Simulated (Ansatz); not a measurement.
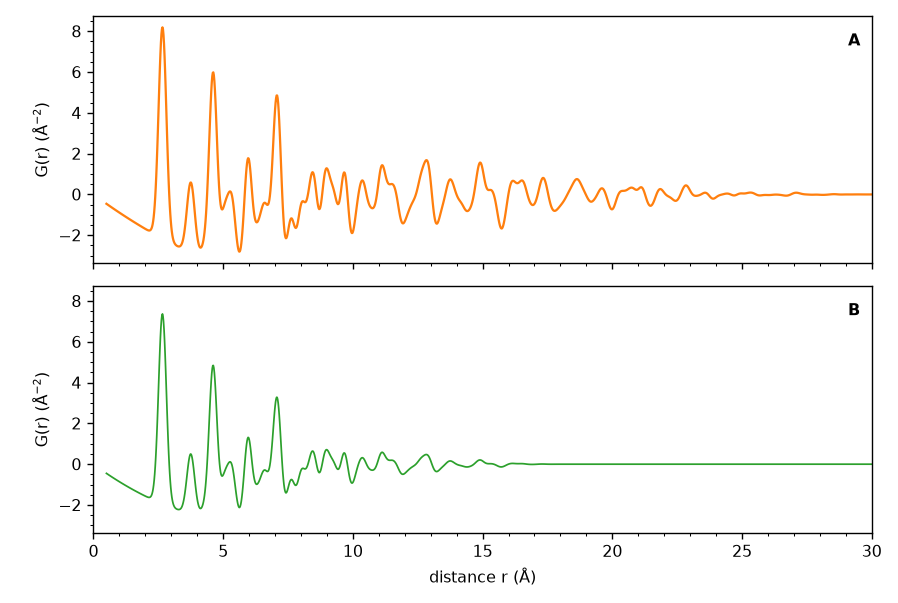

Computed X-ray G(r), with each pair weighted by the product of the atomic numbers (X-ray weights at Q = 0) and a uniform peak width σ = 0.15 Å, for spherical particles of Ru with the bulk structure: the bulk G(r) is multiplied by the envelope of a sphere of diameter D, 1 − 3r/2D + r³/2D³, with no surface relaxation. The number density is 0.0747 atoms per Å³. It is based on the input geometry of an electronic-structure calculation (not necessarily at equilibrium); the starting structure was generated, so it need not be a known form of this composition.

Q: The diameters are 18 and 30 Å. Which curve belongs to which?

A: curve A: 30 Å; curve B: 18 Å. The smaller the particle, the sooner the oscillations die out.
